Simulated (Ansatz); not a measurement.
# revPBE/6-31G(d) (spherical functions) run of C3H12GaN (SMILES C[Ga-](C)(C)[NH3+])

Aim: the vertical ionisation energy of C3H12GaN at revPBE/6-31G* (spherical functions), from 2 runs. 

Program for the calculation: Ansatz 0.2.0.

39 further runs of the same task are left out: 2 that didn't finish, 37 set aside as unsound or not needed.

## 1. Starting point

The species is C3H12GaN (17 atoms), meant as a singlet with charge 0. As SMILES, `C[Ga-](C)(C)[NH3+]`. Geometry: relaxed at PBE0-D4/def2-TZVP.

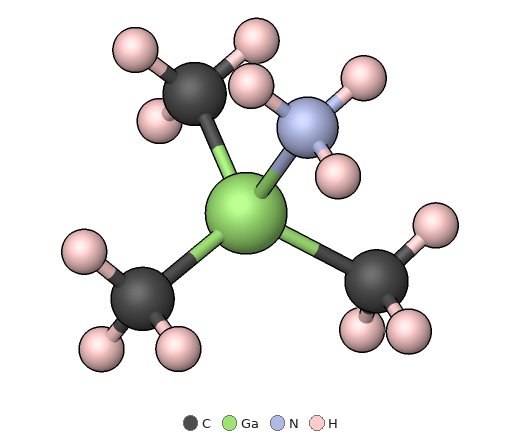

The structure, seen from a chosen angle (carbon dark grey, gallium green, nitrogen light blue, hydrogen pink).

## 2. A single-point energy at revPBE/6-31G(d) (spherical functions)

run.yaml reads:

```yaml
crystal:
  periodic: [false, false, false]
  atoms:
    - {symbol: C, position_ang: [-0.724690, 0.767350, -1.780960]}
    - {symbol: Ga, position_ang: [0.155500, -0.156590, -0.247090]}
    - {symbol: C, position_ang: [2.027140, 0.365110, 0.206730]}
    - {symbol: C, position_ang: [-0.422310, -2.018890, 0.176160]}
    - {symbol: "N", position_ang: [-0.870130, 0.876400, 1.382070]}
    - {symbol: H, position_ang: [-0.337770, 0.382760, -2.729300]}
    - {symbol: H, position_ang: [-0.538820, 1.845740, -1.776900]}
    - {symbol: H, position_ang: [-1.807520, 0.609810, -1.793330]}
    - {symbol: H, position_ang: [2.328700, 0.007070, 1.195860]}
    - {symbol: H, position_ang: [2.727720, -0.067300, -0.513810]}
    - {symbol: H, position_ang: [2.173270, 1.449260, 0.179340]}
    - {symbol: H, position_ang: [-0.082930, -2.343380, 1.164610]}
    - {symbol: H, position_ang: [-0.002060, -2.721570, -0.549520]}
    - {symbol: H, position_ang: [-1.509750, -2.134500, 0.136040]}
    - {symbol: H, position_ang: [-0.554260, 0.531670, 2.281190]}
    - {symbol: H, position_ang: [-1.871800, 0.734050, 1.323650]}
    - {symbol: H, position_ang: [-0.690280, 1.873060, 1.345280]}
basis:
  gaussian:
    orbitals: 6-31G_st_-spherical.json
hamiltonian:
  xc: {name: revPBE}
accuracy: high
output: {orbitals: {seedname: orbitals}}
```

The basis set 6-31G* is read from a file made from the Basis Set Exchange's data (not shown).

On the command line:

```
ansatz run run.yaml --threads 1 --pin off --max-ram 3480MiB --events-out events.jsonl --progress --plain --runs-dir runs
```

The log of the run:

```text
Warning: RAYON_NUM_THREADS=1 ignored (pool sized by the plan → 1); use --threads N
Functional definition: revPBE
  name "revPBE"
  parameter kappa = 1.245
  parameter beta = 0.06672455060314922
  exchange = pbe_x(kappa = kappa, mu = beta*pi^2/3)
  correlation = pbe_c(beta = beta)
2790 factors; integrals over basis functions are off by at most 7.7e-9 eV
mean field evaluation 1: about -57140.2863 eV, gradient 1.0e2 eV
mean field evaluation 2: about -57112.8406 eV, gradient 1.4e2 eV
mean field evaluation 4: about -57162.3403 eV, gradient 8.3e0 eV
mean field evaluation 8: about -57162.4589 eV, gradient 6.9e-2 eV
mean field evaluation 16: about -57162.4589 eV, gradient 5.9e-6 eV
mean field -57162.45892630 eV, -2100.6816194352 hartree, gradient 2.7e-8 eV, S^2 0.000000; 0 other end points of the search recorded, 0 dependent functions left out
reference -57162.45893301 eV, -2100.6816196818 hartree; 34, 34 occupied and 78, 78 virtual orbitals, 2790 factors
Total energy: -57162.45893301 eV, -2100.6816196818 hartree
```

Run time: 17 s. Hardware: 1 thread of Arm Neoverse V1, shared host; peak memory 0.4 GiB.

## 3. The doublet cation at the same level

run.yaml reads:

```yaml
crystal:
  periodic: [false, false, false]
  atoms:
    - symbol: C
      position_ang: [-0.724690, 0.767350, -1.780960]
    - symbol: Ga
      position_ang: [0.155500, -0.156590, -0.247090]
    - symbol: C
      position_ang: [2.027140, 0.365110, 0.206730]
    - symbol: C
      position_ang: [-0.422310, -2.018890, 0.176160]
    - symbol: N
      position_ang: [-0.870130, 0.876400, 1.382070]
    - symbol: H
      position_ang: [-0.337770, 0.382760, -2.729300]
    - symbol: H
      position_ang: [-0.538820, 1.845740, -1.776900]
    - symbol: H
      position_ang: [-1.807520, 0.609810, -1.793330]
    - symbol: H
      position_ang: [2.328700, 0.007070, 1.195860]
    - symbol: H
      position_ang: [2.727720, -0.067300, -0.513810]
    - symbol: H
      position_ang: [2.173270, 1.449260, 0.179340]
    - symbol: H
      position_ang: [-0.082930, -2.343380, 1.164610]
    - symbol: H
      position_ang: [-0.002060, -2.721570, -0.549520]
    - symbol: H
      position_ang: [-1.509750, -2.134500, 0.136040]
    - symbol: H
      position_ang: [-0.554260, 0.531670, 2.281190]
    - symbol: H
      position_ang: [-1.871800, 0.734050, 1.323650]
    - symbol: H
      position_ang: [-0.690280, 1.873060, 1.345280]
basis:
  gaussian:
    orbitals: 6-31G_st_-spherical.json
total_charge: 1
magnetization:
  spin_polarized: true
  initial_magnetization: 1
hamiltonian:
  xc: {name: revPBE}
accuracy: high
output: {orbitals: {seedname: orbitals}}
```

The basis set 6-31G* is read from a file made from the Basis Set Exchange's data (not shown).

On the command line:

```
ansatz run run.yaml --threads 1 --pin off --max-ram 3480MiB --events-out events.jsonl --progress --plain --runs-dir runs
```

The log of the run, cut to the lines that bear on the results:

```text
Warning: RAYON_NUM_THREADS=1 ignored (pool sized by the plan → 1); use --threads N
[... 6 set-up lines as earlier in the session ...]
2790 factors; integrals over basis functions are off by at most 7.7e-9 eV
mean field evaluation 1: about -57127.8499 eV, gradient 7.8e1 eV
mean field evaluation 2: about -57093.6572 eV, gradient 1.1e2 eV
mean field evaluation 4: about -57151.7329 eV, gradient 2.1e1 eV
mean field evaluation 8: about -57153.9821 eV, gradient 7.5e0 eV
mean field evaluation 16: about -57154.3800 eV, gradient 1.9e-1 eV
mean field evaluation 32: about -57154.3810 eV, gradient 3.2e-1 eV
mean field evaluation 64: about -57154.3408 eV, gradient 6.6e-1 eV
mean field -57154.38230196 eV, -2100.3848089654 hartree, gradient 1.7e-8 eV, S^2 0.752936; 8 other end points of the search recorded, 0 dependent functions left out
reference -57154.38230836 eV, -2100.3848092006 hartree; 34, 33 occupied and 78, 79 virtual orbitals, 2790 factors
Total energy: -57154.38230836 eV, -2100.3848092006 hartree
```

Wall time 1.7 min (1 thread of Arm Neoverse V1, shared host); peak memory 0.51 GiB.

## 4. Results

At revPBE/6-31G* (spherical functions):

| quantity | value |
| --- | --- |
| singlet C3H12GaN: total energy | -2100.68162 Eh |
| singlet C3H12GaN: HOMO energy | -5.10 eV |
| singlet C3H12GaN: LUMO energy | 0.03 eV |
| singlet C3H12GaN: HOMO–LUMO gap | 5.13 eV |
| doublet cation: total energy | -2100.38481 Eh |
| doublet cation: HOMO energy (highest over α and β) | -10.70 eV |
| doublet cation: ⟨S²⟩ | 0.753 |
| vertical ionisation energy (to the doublet cation) | 8.077 eV |

**Reading.** The vertical ionisation energy comes to 8.08 eV (186 kcal/mol). −ε(HOMO) before ionisation, 5.10 eV, is 2.98 eV below this ionisation energy.
